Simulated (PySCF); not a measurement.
## Run report: InNH$_{3}$Cl (charge +1), geometry relaxation (part 2 of 3)

The same run, continued: InNH$_{3}$Cl, charge +1, multiplicity 2; HF/3-21G, UHF (PySCF 2.14.0). The atoms were displaced at random from an optimised geometry. The geometry is that of the parent species in another charge or spin state.

Geometry of the input (Å):
```
N  -1.0221  0.1808  -0.5032
In 0.7968  0.1175  0.2788
Cl 0.9925  -1.7654  1.6568
H  -1.2374  0.7312  -1.2905
H  -1.5784  -0.6483  -0.5166
H  2.0426  1.2538  0.3193
```

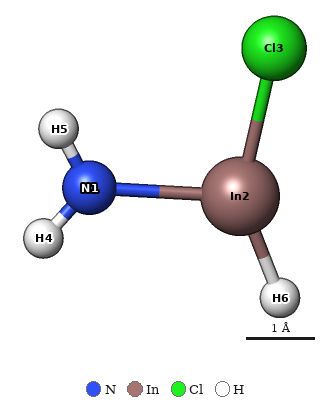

*The geometry at step 7 of the log (ball-and-stick view, seen at a tilt; atoms are numbered from 1 in the order of the input).*

### Output, continued
```
Geometry optimization cycle 12
Cartesian coordinates (Angstrom)
 Atom        New coordinates             dX        dY        dZ
   N  -0.939714   0.084068  -0.595276   -0.000419 -0.000542 -0.000457
  In   1.034161   0.115873   0.474103    0.000444 -0.000472  0.000210
  Cl   0.785404  -1.927009   1.627291   -0.000304  0.001822  0.004101
   H  -1.277340   0.764251  -1.276507   -0.002751  0.004963  0.006088
   H  -1.628146  -0.654762  -0.441400    0.001839 -0.004074 -0.007168
   H   2.019662   1.487101   0.156330    0.001191 -0.001696 -0.002775
converged SCF energy = -6227.72032033628  <S^2> = 0.75952314  2S+1 = 2.0095006
--------------- SecondOrderUHF_Scanner gradients ---------------
         x                y                z
0 N    -0.0000576756    -0.0002740523    -0.0000148803
1 In     0.0000962673     0.0000840492    -0.0000023229
2 Cl     0.0000168758    -0.0000166550    -0.0000014991
3 H     0.0000525265     0.0000959724    -0.0000320540
4 H    -0.0001164713     0.0000903510     0.0000166663
5 H     0.0000084773     0.0000203347     0.0000340900
----------------------------------------------
cycle 12: E = -6227.72032034  dE = -1.52969e-06  norm(grad) = 0.000363601
Step   11 : Displace = 5.382e-03/8.633e-03 (rms/max) Trust = 3.000e-01 (=) Grad = 1.484e-04/2.805e-04 (rms/max) E (change) = -6227.7203203363 (-1.530e-06) Quality = 1.510
Hessian Eigenvalues: 1.37159e-03 2.81854e-02 3.89818e-02 ... 2.53411e-01 4.77393e-01 5.00751e-01

Geometry optimization cycle 13
Cartesian coordinates (Angstrom)
 Atom        New coordinates             dX        dY        dZ
   N  -0.940099   0.083896  -0.595550   -0.000385 -0.000171 -0.000273
  In   1.034670   0.115625   0.474413    0.000509 -0.000248  0.000310
  Cl   0.783396  -1.924024   1.632718   -0.002008  0.002986  0.005426
   H  -1.282519   0.771244  -1.267125   -0.005179  0.006992  0.009383
   H  -1.623466  -0.661653  -0.451912    0.004680 -0.006891 -0.010512
   H   2.022045   1.484433   0.151996    0.002383 -0.002668 -0.004333
converged SCF energy = -6227.72032232187  <S^2> = 0.75952888  2S+1 = 2.0095063
--------------- SecondOrderUHF_Scanner gradients ---------------
         x                y                z
0 N    -0.0002355847    -0.0002772927    -0.0000625333
1 In     0.0002597977     0.0001013892     0.0000799911
2 Cl     0.0000174921    -0.0000212410     0.0000073174
3 H     0.0000580731     0.0000979112    -0.0000304281
4 H    -0.0001187339     0.0000811697    -0.0000212382
5 H     0.0000189556     0.0000180636     0.0000268910
----------------------------------------------
cycle 13: E = -6227.72032232  dE = -1.98559e-06  norm(grad) = 0.000507658
Step   12 : Displace = 8.345e-03/1.369e-02 (rms/max) Trust = 3.000e-01 (=) Grad = 2.073e-04/3.692e-04 (rms/max) E (change) = -6227.7203223219 (-1.986e-06) Quality = 1.490
Hessian Eigenvalues: 8.25430e-04 2.80879e-02 3.75963e-02 ... 2.58151e-01 4.76860e-01 4.98526e-01

Geometry optimization cycle 14
Cartesian coordinates (Angstrom)
 Atom        New coordinates             dX        dY        dZ
   N  -0.940088   0.084147  -0.595646    0.000010  0.000250 -0.000096
  In   1.035045   0.115747   0.474437    0.000375  0.000122  0.000024
  Cl   0.779266  -1.920008   1.638580   -0.004130  0.004016  0.005862
   H  -1.289962   0.779285  -1.255188   -0.007443  0.008042  0.011936
   H  -1.615707  -0.670679  -0.464337    0.007760 -0.009026 -0.012425
   H   2.025472   1.481030   0.146695    0.003427 -0.003403 -0.005302
converged SCF energy = -6227.72032446431  <S^2> = 0.75953004  2S+1 = 2.0095074
--------------- SecondOrderUHF_Scanner gradients ---------------
         x                y                z
0 N    -0.0003265080    -0.0001802434    -0.0000692431
1 In     0.0003236847     0.0000846569     0.0001196589
2 Cl     0.0000126280    -0.0000178498     0.0000105515
3 H     0.0000528708     0.0000592200    -0.0000260452
4 H    -0.0000786294     0.0000475759    -0.0000497681
5 H     0.0000159539     0.0000066403     0.0000148461
----------------------------------------------
cycle 14: E = -6227.72032446  dE = -2.14245e-06  norm(grad) = 0.000537735
Step   13 : Displace = 1.062e-02/1.755e-02 (rms/max) Trust = 3.000e-01 (=) Grad = 2.195e-04/3.793e-04 (rms/max) E (change) = -6227.7203244643 (-2.142e-06) Quality = 1.421
Hessian Eigenvalues: 6.78219e-04 2.80699e-02 3.69001e-02 ... 2.07862e-01 4.76293e-01 4.97300e-01

Geometry optimization cycle 15
Cartesian coordinates (Angstrom)
 Atom        New coordinates             dX        dY        dZ
   N  -0.939525   0.084592  -0.595649    0.000563  0.000446 -0.000004
  In   1.034988   0.116172   0.474032   -0.000057  0.000425 -0.000406
  Cl   0.774923  -1.916858   1.642031   -0.004343  0.003149  0.003451
   H  -1.296112   0.784554  -1.246355   -0.006150  0.005269  0.008833
   H  -1.608534  -0.677483  -0.472545    0.007173 -0.006804 -0.008207
   H   2.028287   1.478544   0.143027    0.002815 -0.002486 -0.003667
converged SCF energy = -6227.72032584525  <S^2> = 0.75952467  2S+1 = 2.0095021
--------------- SecondOrderUHF_Scanner gradients ---------------
         x                y                z
0 N    -0.0002331075    -0.0000464944    -0.0000335175
1 In     0.0002081384     0.0000333837     0.0000842632
2 Cl     0.0000054473    -0.0000079182     0.0000066365
3 H     0.0000314076     0.0000085932    -0.0000155664
4 H    -0.0000206154     0.0000112007    -0.0000437843
5 H     0.0000087295     0.0000012349     0.0000019685
----------------------------------------------
cycle 15: E = -6227.72032585  dE = -1.38093e-06  norm(grad) = 0.000336376
Step   14 : Displace = 7.932e-03/1.308e-02 (rms/max) Trust = 3.000e-01 (=) Grad = 1.373e-04/2.401e-04 (rms/max) E (change) = -6227.7203258452 (-1.381e-06) Quality = 1.310
Hessian Eigenvalues: 7.43012e-04 2.81618e-02 3.71966e-02 ... 1.88264e-01 4.76290e-01 4.97384e-01

Geometry optimization cycle 16
Cartesian coordinates (Angstrom)
 Atom        New coordinates             dX        dY        dZ
   N  -0.938933   0.084788  -0.595686    0.000592  0.000195 -0.000037
  In   1.034736   0.116494   0.473558   -0.000251  0.000322 -0.000474
  Cl   0.773072  -1.916064   1.642084   -0.001851  0.000794  0.000053
   H  -1.297800   0.785271  -1.244547   -0.001689  0.000716  0.001809
   H  -1.606098  -0.679051  -0.473375    0.002436 -0.001568 -0.000830
   H   2.029050   1.478084   0.142506    0.000763 -0.000460 -0.000522
converged SCF energy = -6227.72032623729  <S^2> = 0.75951908  2S+1 = 2.0094965
--------------- SecondOrderUHF_Scanner gradients ---------------
         x                y                z
0 N    -0.0000742093     0.0000111990    -0.0000019470
1 In     0.0000586482     0.0000029671     0.0000247947
2 Cl     0.0000011543    -0.0000004271     0.0000011242
3 H     0.0000093325    -0.0000092919    -0.0000051084
4 H     0.0000044988    -0.0000022407    -0.0000174634
5 H     0.0000005754    -0.0000022063    -0.0000014001
----------------------------------------------
cycle 16: E = -6227.72032624  dE = -3.92041e-07  norm(grad) = 0.000101189
Step   15 : Displace = 1.898e-03/3.047e-03 (rms/max) Trust = 3.000e-01 (=) Grad = 4.131e-05/7.507e-05 (rms/max) E (change) = -6227.7203262373 (-3.920e-07) Quality = 1.203
Hessian Eigenvalues: 7.97878e-04 2.80510e-02 3.72620e-02 ... 1.87423e-01 4.76389e-01 4.97525e-01

Geometry optimization cycle 17
Cartesian coordinates (Angstrom)
 Atom        New coordinates             dX        dY        dZ
   N  -0.938727   0.084761  -0.595744    0.000207 -0.000027 -0.000057
  In   1.034632   0.116560   0.473372   -0.000105  0.000066 -0.000186
  Cl   0.772977  -1.916267   1.641464   -0.000095 -0.000203 -0.000621
   H  -1.297459   0.784657  -1.245318    0.000341 -0.000614 -0.000772
   H  -1.606290  -0.678540  -0.472195   -0.000192  0.000511  0.001180
   H   2.028893   1.478350   0.142962   -0.000156  0.000266  0.000456
converged SCF energy = -6227.72032627741  <S^2> = 0.7595173  2S+1 = 2.0094948
--------------- SecondOrderUHF_Scanner gradients ---------------
         x                y                z
0 N    -0.0000080339     0.0000077942     0.0000029833
1 In     0.0000038993    -0.0000020631     0.0000019931
2 Cl     0.0000000727     0.0000003049    -0.0000001465
3 H     0.0000011346    -0.0000042403    -0.0000010463
4 H     0.0000030292    -0.0000015529    -0.0000030355
5 H    -0.0000001018    -0.0000002428    -0.0000007481
----------------------------------------------
cycle 17: E = -6227.72032628  dE = -4.01178e-08  norm(grad) = 1.41258e-05
```

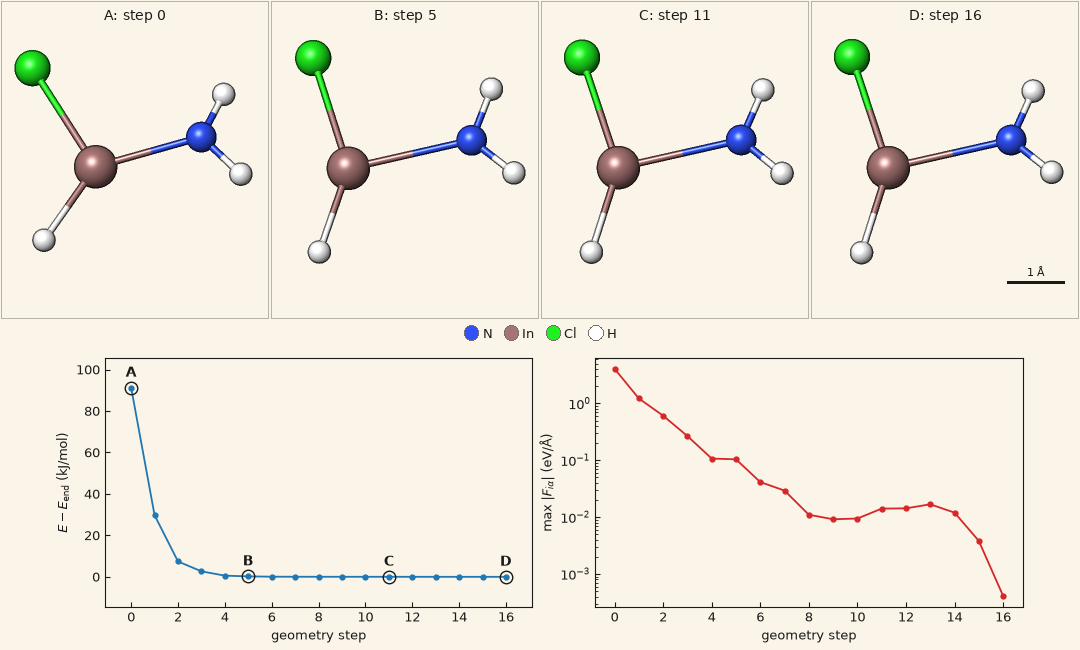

*Frames of the relaxation (ball-and-stick view, seen at a tilt) above the curves, on which the letters mark them (steps are counted from 0).*

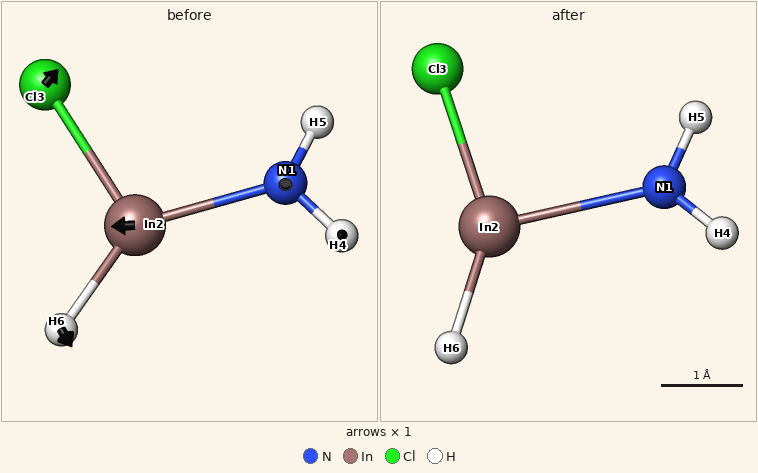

*Before (left) and after (right) the relaxation, at one scale (ball-and-stick view, seen at a tilt). The black arrows give the displacements, at true length.*

The largest move after the best rigid fit is that of In2, 0.31 Å. By element the largest moves are In 0.31 Å, H 0.29 Å, Cl 0.27 Å, N 0.16 Å. Among the contacts that change: N1–In2 1.981 → 2.245 Å, N1–H4 0.985 → 1.020 Å, In2–H6 1.687 → 1.718 Å, N1–H5 0.998 → 1.022 Å. Among the angles that change: Cl3–In2–H6 117.8° → 147.4°, N1–In2–H6 131.8° → 115.4°, N1–In2–Cl3 109.6° → 97.2°. Over 16 geometry steps the energy falls by 91.2 kJ/mol. Largest force component: 4.1 eV/Å at the start, 0.00041 eV/Å at the end. (Atoms are counted from 1 in the order of the input.)

```
Step   16 : Displace = 7.757e-04/1.326e-03 (rms/max) Trust = 3.000e-01 (=) Grad = 5.767e-06/1.158e-05 (rms/max) E (change) = -6227.7203262774 (-4.012e-08) Quality = 1.120
Hessian Eigenvalues: 7.97878e-04 2.80510e-02 3.72620e-02 ... 1.87423e-01 4.76389e-01 4.97525e-01
Converged! =D

converged: True
N          -0.93872651        0.08476090       -0.59574382
In          1.03463161        0.11655994        0.47337204
Cl          0.77297730       -1.91626704        1.64146359
H          -1.29745899        0.78465704       -1.24531824
H          -1.60628980       -0.67853965       -0.47219474
H           2.02889339        1.47834981        0.14296216

WARN: HOMO -0.275931906597429 >= LUMO -0.275931906597429

converged SCF energy = -6227.72032627739  <S^2> = 0.75951731  2S+1 = 2.0094948
Final energy -6227.7203262773855
frequencies (1/cm) [ 109.   117.9  363.5  390.6  412.3  467.8  691.8  804.  1701.8 1997.3
 3487.5 3588.7]
temperature 298.1500 [K]
pressure 101325.00 [Pa]
Rotational constants [GHz] 7.07889 2.91663 2.06558
Symmetry number 1
Zero-point energy (ZPE) 0.03220 [Eh]   84529.083 [J/mol]
                           tot       elec      trans        rot        vib
Entropy [J/mol/K]       333.752      5.763    172.598    110.560     44.831
Cv [J/mol/K]             71.875      0.000     12.472     12.472     46.932
Cp [J/mol/K]             80.189      0.000     20.786     12.472     46.932
Internal energy [J/mol]                      3718.434   3718.434  91949.449
Internal energy [Eh]   -6227.68247  -6227.72033
Enthalpy [J/mol]                             6197.391   3718.434  91949.449
Enthalpy [Eh]          -6227.68153
Gibbs free energy [J/mol]                  -45262.752 -29245.112  78583.221
Gibbs free energy [Eh] -6227.71943
```

### Trajectory as extended XYZ (Å, eV, eV/Å), 17 frames, from step=0 to step=16
```
6
Properties=species:S:1:pos:R:3:forces:R:3 step=0 energy=-169463.95764
N    -1.0221    0.1808   -0.5032   -2.0533  -0.9069  -1.5154
In    0.7968    0.1175    0.2788    4.0620   0.2096   2.4557
Cl    0.9925   -1.7654    1.6568   -0.2690  -0.6227   0.1317
H    -1.2374    0.7312   -1.2905   -0.8420   1.4517  -1.1123
H    -1.5784   -0.6483   -0.5166   -1.1509  -0.7231   0.4454
H     2.0426    1.2538    0.3193    0.2532   0.5914  -0.4052
6
Properties=species:S:1:pos:R:3:forces:R:3 step=1 energy=-169464.59522
N    -1.0444    0.1466   -0.5323   -0.2359  -0.5744  -1.2224
In    0.9179    0.1588    0.3161    1.1375   0.0355   1.1672
Cl    0.9136   -1.7996    1.6370   -0.2024  -0.2383  -0.0748
H    -1.3282    0.7204   -1.3194   -0.3183   0.5006   0.0380
H    -1.6283   -0.6878   -0.4994   -0.3097  -0.0135   0.4547
H     2.1635    1.3310    0.3425   -0.0711   0.2901  -0.3628
6
Properties=species:S:1:pos:R:3:forces:R:3 step=2 energy=-169464.82642
N    -0.9792    0.0806   -0.5900   -0.3991   0.1174  -0.4642
In    0.9660    0.2100    0.4005    0.6081  -0.2688   0.5088
Cl    0.7965   -1.8529    1.5570   -0.0823  -0.0023  -0.0331
H    -1.3358    0.6942   -1.3265   -0.0253  -0.0439   0.0944
H    -1.6375   -0.6795   -0.3969    0.0722   0.0467   0.0676
H     2.1841    1.4171    0.3004   -0.1735   0.1510  -0.1736
6
Properties=species:S:1:pos:R:3:forces:R:3 step=3 energy=-169464.87578
N    -0.9620    0.0762   -0.6124   -0.1638   0.1655  -0.0542
In    0.9971    0.1799    0.4372    0.2279  -0.2664   0.1973
Cl    0.7906   -1.8899    1.5742   -0.0549   0.0711  -0.0471
H    -1.3297    0.7103   -1.3253    0.0439  -0.0874   0.0457
H    -1.6377   -0.6585   -0.3875    0.0559   0.0078  -0.0417
H     2.1356    1.4514    0.2583   -0.1090   0.1095  -0.1000
6
Properties=species:S:1:pos:R:3:forces:R:3 step=4 energy=-169464.89733
N    -0.9460    0.0800   -0.6122    0.0269   0.0666   0.1072
In    1.0386    0.1373    0.4527   -0.0258  -0.0232  -0.0115
Cl    0.7671   -1.9136    1.5912   -0.0103  -0.0007  -0.0067
H    -1.3157    0.7292   -1.3081    0.0500  -0.0387   0.0080
H    -1.6260   -0.6510   -0.3918    0.0205   0.0013  -0.0539
H     2.0762    1.4877    0.2128   -0.0612  -0.0052  -0.0431
6
Properties=species:S:1:pos:R:3:forces:R:3 step=5 energy=-169464.90103
N    -0.9425    0.0875   -0.6051    0.0568  -0.0150   0.1038
In    1.0405    0.1254    0.4688   -0.0761  -0.0191  -0.0395
Cl    0.7763   -1.9271    1.6048   -0.0054   0.0158  -0.0114
H    -1.2980    0.7392   -1.3048    0.0344   0.0004   0.0008
H    -1.6253   -0.6461   -0.4049   -0.0009   0.0066  -0.0365
H     2.0430    1.4907    0.1857   -0.0088   0.0114  -0.0173
6
Properties=species:S:1:pos:R:3:forces:R:3 step=6 energy=-169464.90248
N    -0.9398    0.0891   -0.5956    0.0379  -0.0370   0.0380
In    1.0389    0.1207    0.4753   -0.0414   0.0190  -0.0332
Cl    0.7761   -1.9313    1.6089    0.0017  -0.0016   0.0040
H    -1.2824    0.7445   -1.2978    0.0115   0.0190   0.0016
H    -1.6249   -0.6469   -0.4150   -0.0080   0.0064  -0.0107
H     2.0262    1.4934    0.1686   -0.0016  -0.0059   0.0003
6
Properties=species:S:1:pos:R:3:forces:R:3 step=7 energy=-169464.90286
N    -0.9393    0.0886   -0.5932    0.0073  -0.0293   0.0019
In    1.0349    0.1183    0.4753   -0.0077   0.0048  -0.0028
Cl    0.7822   -1.9319    1.6149    0.0005   0.0033   0.0001
H    -1.2750    0.7498   -1.2934    0.0011   0.0152   0.0035
H    -1.6277   -0.6466   -0.4223   -0.0072   0.0039  -0.0027
H     2.0189    1.4914    0.1632    0.0060   0.0020   0.0000
6
Properties=species:S:1:pos:R:3:forces:R:3 step=8 energy=-169464.90295
N    -0.9390    0.0867   -0.5934   -0.0069  -0.0110  -0.0073
In    1.0337    0.1176    0.4744    0.0093   0.0062   0.0043
Cl    0.7837   -1.9309    1.6173    0.0000  -0.0010   0.0024
H    -1.2732    0.7527   -1.2899   -0.0018   0.0070   0.0030
H    -1.6293   -0.6473   -0.4257   -0.0025   0.0002  -0.0021
H     2.0181    1.4907    0.1619    0.0020  -0.0015  -0.0003
6
Properties=species:S:1:pos:R:3:forces:R:3 step=9 energy=-169464.90299
N    -0.9390    0.0855   -0.5941   -0.0090   0.0005  -0.0059
In    1.0335    0.1169    0.4739    0.0092   0.0010   0.0063
Cl    0.7851   -1.9300    1.6199   -0.0004   0.0001   0.0012
H    -1.2733    0.7555   -1.2869   -0.0022   0.0014   0.0023
H    -1.6302   -0.6484   -0.4292    0.0011  -0.0022  -0.0026
H     2.0180    1.4899    0.1609    0.0014  -0.0008  -0.0013
6
Properties=species:S:1:pos:R:3:forces:R:3 step=10 energy=-169464.90303
N    -0.9393    0.0846   -0.5948   -0.0049   0.0094  -0.0025
In    1.0337    0.1163    0.4739    0.0038  -0.0016   0.0037
Cl    0.7857   -1.9288    1.6232   -0.0007   0.0003   0.0008
H    -1.2746    0.7593   -1.2826   -0.0024  -0.0028   0.0018
H    -1.6300   -0.6507   -0.4342    0.0042  -0.0039  -0.0022
H     2.0185    1.4888    0.1591    0.0001  -0.0013  -0.0016
6
Properties=species:S:1:pos:R:3:forces:R:3 step=11 energy=-169464.90307
N    -0.9397    0.0841   -0.5953    0.0030   0.0141   0.0008
In    1.0342    0.1159    0.4741   -0.0050  -0.0043   0.0001
Cl    0.7854   -1.9270    1.6273   -0.0009   0.0009   0.0001
H    -1.2773    0.7643   -1.2765   -0.0027  -0.0049   0.0016
H    -1.6281   -0.6548   -0.4414    0.0060  -0.0046  -0.0009
H     2.0197    1.4871    0.1563   -0.0004  -0.0010  -0.0018
6
Properties=species:S:1:pos:R:3:forces:R:3 step=12 energy=-169464.90312
N    -0.9401    0.0839   -0.5956    0.0121   0.0143   0.0032
In    1.0347    0.1156    0.4744   -0.0134  -0.0052  -0.0041
Cl    0.7834   -1.9240    1.6327   -0.0009   0.0011  -0.0004
H    -1.2825    0.7712   -1.2671   -0.0030  -0.0050   0.0016
H    -1.6235   -0.6617   -0.4519    0.0061  -0.0042   0.0011
H     2.0220    1.4844    0.1520   -0.0010  -0.0009  -0.0014
6
Properties=species:S:1:pos:R:3:forces:R:3 step=13 energy=-169464.90318
N    -0.9401    0.0841   -0.5956    0.0168   0.0093   0.0036
In    1.0350    0.1157    0.4744   -0.0166  -0.0044  -0.0062
Cl    0.7793   -1.9200    1.6386   -0.0006   0.0009  -0.0005
H    -1.2900    0.7793   -1.2552   -0.0027  -0.0030   0.0013
H    -1.6157   -0.6707   -0.4643    0.0040  -0.0024   0.0026
H     2.0255    1.4810    0.1467   -0.0008  -0.0003  -0.0008
6
Properties=species:S:1:pos:R:3:forces:R:3 step=14 energy=-169464.90322
N    -0.9395    0.0846   -0.5956    0.0120   0.0024   0.0017
In    1.0350    0.1162    0.4740   -0.0107  -0.0017  -0.0043
Cl    0.7749   -1.9169    1.6420   -0.0003   0.0004  -0.0003
H    -1.2961    0.7846   -1.2464   -0.0016  -0.0004   0.0008
H    -1.6085   -0.6775   -0.4725    0.0011  -0.0006   0.0023
H     2.0283    1.4785    0.1430   -0.0004  -0.0001  -0.0001
```
